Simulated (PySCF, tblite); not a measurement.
# C4H8OSSi: geometry, infrared bands and NMR shifts

Wanted: the infrared bands and NMR shifts of C4H8OSSi (`CC#C[Si@@H](O)SC`), by calculation.

The runs use tblite 0.8.0 and PySCF 2.14.0, with density-fitted response routines of our own; the level of theory stands in each step. All values are computed, except where a source is named. Atoms count from 0, in the outputs and in this text.

**1. The molecule as given**

15 atoms, charge 0, multiplicity 1; geometry from: force field or distance geometry start.

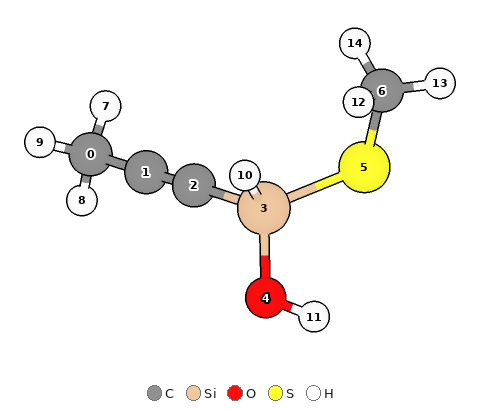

As it starts; carbon grey, silicon light orange, oxygen red, sulfur yellow, hydrogen white, atoms numbered.

**2. Relaxing the molecule with GFN2-xTB**

Job settings and geometry (Å):

```
{"job": {"kind": "relax", "xc": "GFN2-xTB", "basis": "xTB"}, "charge": 0, "multiplicity": 1}
C     -3.576100    -0.235500     0.033200
C     -2.159600    -0.274300    -0.282500
C     -0.946400    -0.320600    -0.515300
Si     0.823000    -0.358900    -0.912100
O      1.026800     0.068000    -2.540300
S      1.932300     0.926800     0.395900
C      2.775800    -0.179700     1.568400
H     -3.719100     0.055400     1.088800
H     -4.072500     0.473100    -0.659400
H     -4.039400    -1.235600    -0.093500
H      1.287100    -1.754300    -0.730400
H      1.838000     0.600900    -2.701000
H      3.012200    -1.103100     1.025500
H      3.719500     0.284700     1.910200
H      2.093900    -0.444700     2.390600
```

The run is started by

```console
OMP_NUM_THREADS=1 python probes_run.py task.json out
```

The driver reads the jobs from task.json and runs them one after another.

Output:

```text
step      E/eV     max force
  0    -589.82681    3.618
  1    -589.76353    8.433
  2    -590.02337    0.620
  3    -590.03986    0.441
  4    -590.06089    0.364
  5    -590.06842    0.295
  6    -590.07415    0.186
  7    -590.07672    0.130
  8    -590.07836    0.117
  9    -590.07977    0.123
 10    -590.08127    0.113
 11    -590.08264    0.104
 12    -590.08374    0.106
 13    -590.08459    0.099
 14    -590.08544    0.090
 15    -590.08636    0.078
 16    -590.08727    0.094
 17    -590.08806    0.116
 18    -590.08875    0.096
 19    -590.08942    0.062
 20    -590.09016    0.076
 21    -590.09100    0.081
 22    -590.09199    0.095
 23    -590.09326    0.094
 24    -590.09484    0.106
 25    -590.09649    0.108
 26    -590.09790    0.084
 27    -590.09908    0.094
 28    -590.10035    0.104
 29    -590.10190    0.092
 30    -590.10354    0.122
 31    -590.10504    0.141
 32    -590.10651    0.124
 33    -590.10806    0.126
 34    -590.10956    0.093
 35    -590.11070    0.081
 36    -590.11141    0.102
 37    -590.11227    0.086
 38    -590.11343    0.077
 39    -590.11454    0.068
 40    -590.11553    0.066
 41    -590.11628    0.064
 42    -590.11737    0.097
 43    -590.11865    0.111
 44    -590.11967    0.077
 45    -590.12037    0.061
 46    -590.12105    0.083
 47    -590.12202    0.076
 48    -590.12327    0.068
 49    -590.12418    0.056
 50    -590.12478    0.054
 51    -590.12549    0.073
 52    -590.12657    0.080
 53    -590.12824    0.098
 54    -590.12989    0.097
 55    -590.13142    0.092
 56    -590.13256    0.091
 57    -590.13423    0.140
 58    -590.13573    0.186
 59    -590.13814    0.207
 60    -590.14106    0.203
 61    -590.14567    0.167
 62    -590.15032    0.122
 63    -590.14756    0.377
 64    -590.15165    0.353
 65    -590.15392    0.088
 66    -590.15451    0.092
 67    -590.15563    0.100
 68    -590.15682    0.083
 69    -590.15734    0.095
 70    -590.15801    0.095
 71    -590.15901    0.122
 72    -590.16056    0.119
 73    -590.16220    0.117
 74    -590.16461    0.169
 75    -590.16733    0.171
 76    -590.17032    0.155
 77    -590.16990    0.317
 78    -590.17374    0.118
 79    -590.17457    0.071
 80    -590.17556    0.074
 81    -590.17592    0.059
 82    -590.17653    0.063
 83    -590.17702    0.064
 84    -590.17744    0.068
 85    -590.17777    0.063
 86    -590.17825    0.067
 87    -590.17892    0.090
 88    -590.17963    0.081
 89    -590.18008    0.037
 90    -590.18029    0.033
 91    -590.18045    0.040
 92    -590.18072    0.050
 93    -590.18103    0.051
 94    -590.18129    0.042
 95    -590.18148    0.037
 96    -590.18171    0.037
 97    -590.18205    0.059
 98    -590.18247    0.066
 99    -590.18283    0.042
100    -590.18305    0.037
101    -590.18321    0.031
102    -590.18338    0.030
103    -590.18351    0.025
104    -590.18359    0.030
105    -590.18364    0.042
106    -590.18370    0.028
107    -590.18377    0.023
108    -590.18385    0.017
109    -590.18387    0.016
110    -590.18392    0.019
111    -590.18397    0.018
112    -590.18404    0.021
113    -590.18412    0.022
114    -590.18422    0.025
115    -590.18431    0.027
116    -590.18440    0.023
117    -590.18448    0.025
118    -590.18453    0.020
119    -590.18458    0.021
120    -590.18466    0.025
121    -590.18477    0.030
122    -590.18497    0.036
123    -590.18527    0.042
124    -590.18559    0.040
125    -590.18579    0.055
126    -590.18603    0.031
127    -590.18614    0.020
128    -590.18621    0.016
129    -590.18626    0.012
130    -590.18628    0.015
131    -590.18630    0.006
```

Run time: 2.9 s. Hardware: 1 thread of Intel Xeon at 2.50GHz, shared host.

Along the way: (not every step is listed) (the energy doesn't fall at every step)

| step | energy from step 0 (eV) | largest force (eV/Å) |
| --- | --- | --- |
| 0 | 0.0000 | 3.6182 |
| 1 | 0.0633 | 8.4331 |
| 2 | -0.1966 | 0.6201 |
| 3 | -0.2130 | 0.4414 |
| 4 | -0.2341 | 0.3638 |
| 5 | -0.2416 | 0.2953 |
| 6 | -0.2473 | 0.1858 |
| 7 | -0.2499 | 0.1300 |
| 8 | -0.2515 | 0.1173 |
| 19 | -0.2626 | 0.0624 |
| 30 | -0.2767 | 0.1217 |
| 41 | -0.2895 | 0.0638 |
| 52 | -0.2998 | 0.0798 |
| 63 | -0.3207 | 0.3775 |
| 74 | -0.3378 | 0.1690 |
| 85 | -0.3510 | 0.0628 |
| 96 | -0.3549 | 0.0375 |
| 107 | -0.3570 | 0.0232 |
| 118 | -0.3577 | 0.0204 |
| 126 | -0.3592 | 0.0310 |
| 127 | -0.3593 | 0.0201 |
| 128 | -0.3594 | 0.0164 |
| 129 | -0.3594 | 0.0121 |
| 130 | -0.3595 | 0.0149 |
| 131 | -0.3595 | 0.0064 |

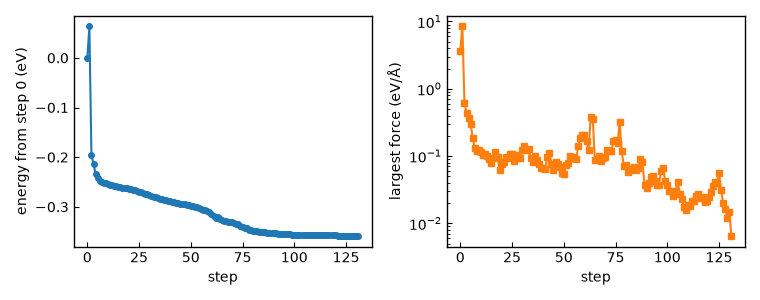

Energy and largest force along the relaxation.

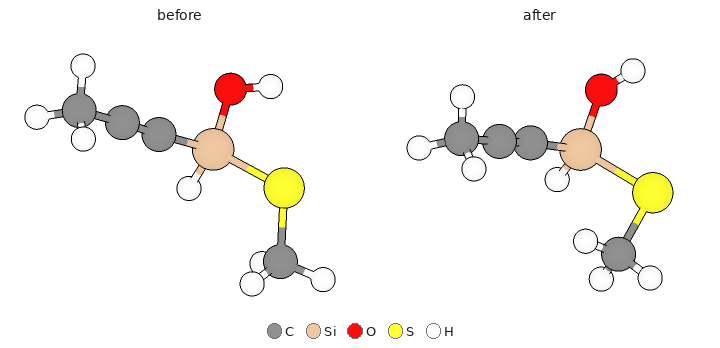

The geometry before (left) and after (right).

Distances of close pairs at the start and the end, largest changes first:

| bond | before (Å) | after (Å) | change (Å) |
| --- | --- | --- | --- |
| Si3–O4 | 1.696 | 1.619 | -0.077 |
| C2–Si3 | 1.814 | 1.846 | +0.033 |
| O4–H11 | 0.984 | 0.953 | -0.030 |
| C1–C2 | 1.236 | 1.206 | -0.030 |
| Si3–H10 | 1.482 | 1.453 | -0.029 |
| C6–H13 | 1.106 | 1.085 | -0.021 |
| C0–H9 | 1.109 | 1.090 | -0.020 |
| C0–H8 | 1.108 | 1.090 | -0.018 |

The final coordinates are the input of the step that follows.

**3. Harmonic vibrations with GFN2-xTB**

Job settings and geometry (Å):

```
{"job": {"kind": "ir", "xc": "GFN2-xTB", "basis": "xTB"}, "charge": 0, "multiplicity": 1}
C     -3.005425    -0.221418     0.422548
C     -1.688355    -0.333409    -0.159238
C     -0.599781    -0.432740    -0.668653
Si     1.119585    -0.558116    -1.330049
O      1.282204     0.033470    -2.827944
S      2.366030     0.615202    -0.010165
C      1.929791    -0.155255     1.574313
H     -2.930347     0.119983     1.455080
H     -3.602508     0.492707    -0.144158
H     -3.501704    -1.191565     0.404641
H      1.591235    -1.930728    -1.401003
H      1.478647     0.953235    -2.984638
H      2.287283    -1.180450     1.590137
H      2.417009     0.420098     2.354363
H      0.851921    -0.128681     1.702854
```

Output:

```text
mode    cm-1     km/mol
  1      10.8      0.01
  2      47.7      1.68
  3      64.8      1.45
  4     100.5      0.31
  5     125.1      0.83
  6     141.8     33.71
  7     177.7     58.72
  8     217.9     40.27
  9     238.7     15.56
 10     271.5     24.70
 11     327.4     10.31
 12     330.3      3.33
 13     472.5     53.70
 14     567.0     42.07
 15     628.5    254.64
 16     670.1    133.01
 17     736.0      5.23
 18     806.4    436.87
 19     918.6    179.69
 20     954.1      0.30
 21     966.0      5.39
 22    1013.6      6.26
 23    1016.4      4.42
 24    1109.5      8.41
 25    1325.3      4.21
 26    1382.9      3.31
 27    1446.8      6.73
 28    1447.1      8.09
 29    1458.7      3.57
 30    1461.3      4.35
 31    2319.5    325.94
 32    2324.9    164.41
 33    3002.2     16.64
 34    3004.8     15.85
 35    3010.6     21.21
 36    3027.7      9.26
 37    3031.2      9.19
 38    3058.1      4.31
 39    3669.7     39.92
```

Wall time 1.6 s (1 thread of Intel Xeon at 2.50GHz, shared host).

Which atoms move in the most intense modes:

| cm⁻¹ | km/mol | atoms |
| --- | --- | --- |
| 178 | 58.7 | H11 48 %, C6 19 % |
| 472 | 53.7 | Si3 40 %, S5 40 % |
| 628 | 254.6 | H10 81 %, Si3 11 % |
| 670 | 133.0 | H10 81 % |
| 806 | 436.9 | H11 75 %, O4 15 % |
| 919 | 179.7 | O4 51 %, Si3 38 % |
| 2320 | 325.9 | C1 44 %, C2 38 %, H10 15 % |
| 2325 | 164.4 | H10 81 % |

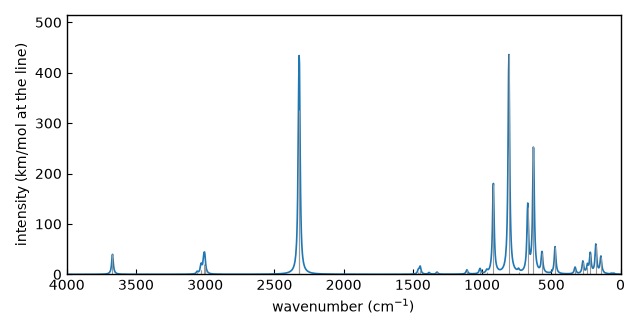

The infrared spectrum from these modes, unscaled. Lines are broadened to a width of 14 cm⁻¹ (Lorentzian).

**4. Nuclear shieldings: PBE0/pcSseg-1**

Settings changed since step 3:

```diff
@@ -1,2 +1,2 @@
-{"job": {"kind": "ir", "xc": "GFN2-xTB", "basis": "xTB"}, "charge": 0, "multiplicity": 1}
+{"job": {"kind": "nmr", "xc": "PBE0", "basis": "pcSseg-1"}, "charge": 0, "multiplicity": 1}
 C     -3.005425    -0.221418     0.422548
```

Method: GIAO PBE0/pcSseg-1 NMR shielding, non-relativistic, gas phase.

Output:

```text
coarse grid: 13640 points
cycle   1  E = -919.4083640814  dE =  7.626e-01  |g| = 7.719e-01  |ddm| = 3.879e+00
cycle   2  E = -919.3054308706  dE =  1.029e-01  |g| = 1.080e+00  |ddm| = 1.617e+00
cycle   3  E = -919.5222914139  dE = -2.169e-01  |g| = 1.337e-01  |ddm| = 1.042e+00
cycle   4  E = -919.5258744579  dE = -3.583e-03  |g| = 5.139e-02  |ddm| = 1.646e-01
cycle   5  E = -919.5262972535  dE = -4.228e-04  |g| = 3.244e-02  |ddm| = 5.929e-02
cycle   6  E = -919.5265515413  dE = -2.543e-04  |g| = 4.675e-03  |ddm| = 2.742e-02
cycle   7  E = -919.5265566231  dE = -5.082e-06  |g| = 1.288e-03  |ddm| = 6.071e-03
final grid: 122688 points
cycle   8  E = -919.5803398226  dE = -2.130e-05  |g| = 9.776e-03  |ddm| = 3.759e-02
cycle   9  E = -919.5803232221  dE =  1.660e-05  |g| = 1.305e-02  |ddm| = 1.990e-02
cycle  10  E = -919.5803612839  dE = -3.806e-05  |g| = 1.328e-03  |ddm| = 1.175e-02
cycle  11  E = -919.5803616391  dE = -3.552e-07  |g| = 3.825e-04  |ddm| = 1.305e-03
cycle  12  E = -919.5803616690  dE = -2.992e-08  |g| = 1.758e-04  |ddm| = 4.343e-04
cycle  13  E = -919.5803616763  dE = -7.272e-09  |g| = 3.850e-05  |ddm| = 1.454e-04
cycle  14  E = -919.5803616767  dE = -3.699e-10  |g| = 9.854e-06  |ddm| = 4.929e-05
converged SCF energy = -919.5803616767

GIAO shielding tensors (ppm)
atom      isotropic    diamagn.    paramagn.     s11        s22        s33       span
  0 C      181.313     251.295     -69.982    173.103    173.225    197.610     24.507
  1 C       74.999     272.809    -197.810    -20.183    -12.063    257.242    277.424
  2 C      100.349     263.284    -162.935     12.187     17.934    270.927    258.740
  3 Si     378.426     879.922    -501.495    347.238    363.736    424.306     77.068
  4 O      299.970     386.120     -86.150    286.455    299.589    313.865     27.410
  5 S      676.855    1059.554    -382.698    580.003    634.977    815.585    235.582
  6 C      174.652     253.101     -78.449    162.319    170.843    190.794     28.475
  7 H       29.650      30.125      -0.474     24.319     28.530     36.101     11.781
  8 H       29.605      27.475       2.130     24.584     27.723     36.509     11.925
  9 H       29.596      26.726       2.871     24.570     27.735     36.484     11.915
 10 H       26.465      29.041      -2.576     23.531     23.800     32.063      8.532
 11 H       29.958      31.386      -1.428     21.957     25.564     42.353     20.396
 12 H       29.755      30.827      -1.071     24.235     27.211     37.820     13.585
 13 H       29.699      30.208      -0.509     24.128     26.784     38.183     14.056
 14 H       29.568      34.182      -4.614     23.210     29.151     36.344     13.134
```

Wall time 69 s (1 thread of Intel Xeon at 2.50GHz, shared host); peak memory 0.79 GiB.

Shifts follow as δ = σ(reference) − σ, with reference shieldings (ppm) from runs at the same level and on the same kind of geometry: 1H TMS 31.72, 13C TMS 186.9, 29Si TMS 349.2, 17O H2O 336.1, 33S CS2 504. The references are single molecules in the gas phase, so shifts against H2O, NH3, PH3, H3PO4 or CFCl3 are not on the usual liquid scales and can be off by tens of ppm. Atoms listed in one row are averaged.

| atoms | environment | σ (ppm) | δ (ppm) | δ scaled to CDCl3 |
| --- | --- | --- | --- | --- |
| C1 | alkyne carbon | 75.0 | 111.9 | 107.3 |
| C2 | alkyne carbon | 100.3 | 86.6 | 82.6 |
| C6 | methyl carbon bonded to S | 174.7 | 12.3 | 5.7 |
| C0 | propargylic methyl carbon | 181.3 | 5.6 | 3.6 |
| H10 | hydrogen on a silicon bonded to C, O, S | 26.46 | 5.25 | – |
| H7, H8, H9 | hydrogen on a propargylic methyl carbon | 29.62 | 2.10 | 2.08 |
| H12, H13, H14 | hydrogen on a methyl carbon bonded to S | 29.67 | 2.04 | 2.03 |
| H11 | hydrogen on an oxygen bonded to Si | 29.96 | 1.76 | – |
| Si3 | silicon bonded to C, O, S, H | 378.4 | -29.3 | – |
| O4 | oxygen bonded to Si, H | 300.0 | 36.1 | – |
| S5 | sulfur bonded to C, Si | 677 | -173 | – |

The scaled column applies a straight-line fit of computed shieldings to shifts measured in CDCl3, with any fitted terms for Cl, Br or S neighbours (root-mean-square error 0.16 ppm for H, 1.9 ppm for C).

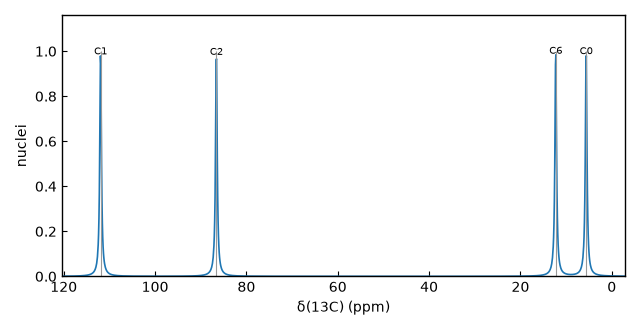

13C lines at the computed shifts, without couplings. Lines are broadened to a width of 0.43 ppm (Lorentzian).

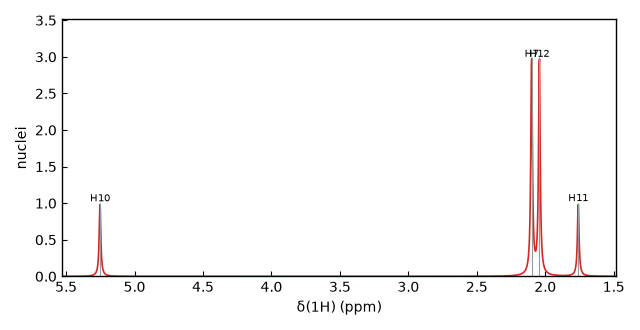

1H lines at the computed shifts, without couplings. Lines are broadened to a width of 0.01 ppm (Lorentzian).

Charges from the same density, by scheme (e):

| atoms | Mulliken | IAO | Hirshfeld | ESP fit |
| --- | --- | --- | --- | --- |
| C0 | -0.16 | -0.44 | -0.09 | -0.55 |
| C1 | -0.12 | 0.02 | -0.01 | 0.25 |
| C2 | -0.43 | -0.42 | -0.19 | -0.44 |
| Si3 | 0.89 | 1.09 | 0.40 | 0.64 |
| O4 | -0.54 | -0.78 | -0.30 | -0.63 |
| S5 | -0.35 | -0.22 | -0.12 | -0.33 |
| C6 | -0.41 | -0.50 | -0.12 | -0.32 |

Hirshfeld charges:

C0 -0.09; C1 -0.01; C2 -0.19; Si3 0.40; O4 -0.30; S5 -0.12; C6 -0.12; H7 0.06; H8 0.07; H9 0.07; H10 -0.08; H11 0.18; H12 0.04; H13 0.05; H14 0.04

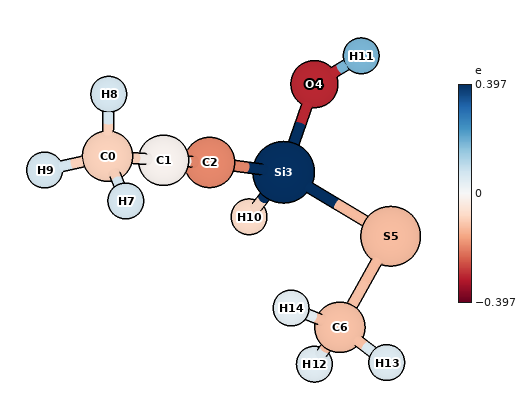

Hirshfeld charges, as colours on the atoms.

Mayer bond orders: C0–C1 1.17, C1–C2 2.55, C2–Si3 0.93, Si3–O4 1.08, Si3–S5 0.94, S5–C6 1.00.

**5. Summary of results**

| quantity | value |
| --- | --- |
| strongest single infrared mode (GFN2-xTB) | 806 cm⁻¹, 437 km/mol |
| zero-point energy (GFN2-xTB) | 67.0 kcal/mol |
| 13C shifts against TMS (PBE0/pcSseg-1) | 111.9, 86.6, 12.3, 5.6 ppm |
| 1H shifts against TMS (PBE0/pcSseg-1, means over atoms taken as alike) | 5.25, 2.10, 2.04, 1.76 ppm |
| 29Si shifts against TMS (PBE0/pcSseg-1) | -29.3 ppm |
| 17O shifts against H2O (PBE0/pcSseg-1) | 36.1 ppm |
| 33S shifts against CS2 (PBE0/pcSseg-1) | -173 ppm |

In words: Relaxing lowered the energy by 0.359 eV in 131 steps; the close pair that moved most is Si3–O4, from 1.696 to 1.619 Å. No mode is imaginary among the 39: a minimum at this level. The strongest single mode, at 806 cm⁻¹, moves mainly H11. Unscaled tight-binding wavenumbers are off by several per cent, some by more. Its intensities can rank the bands wrongly. At PBE0/pcSseg-1: The largest span, 277 ppm, is at C1, where the paramagnetic term is -198 ppm.
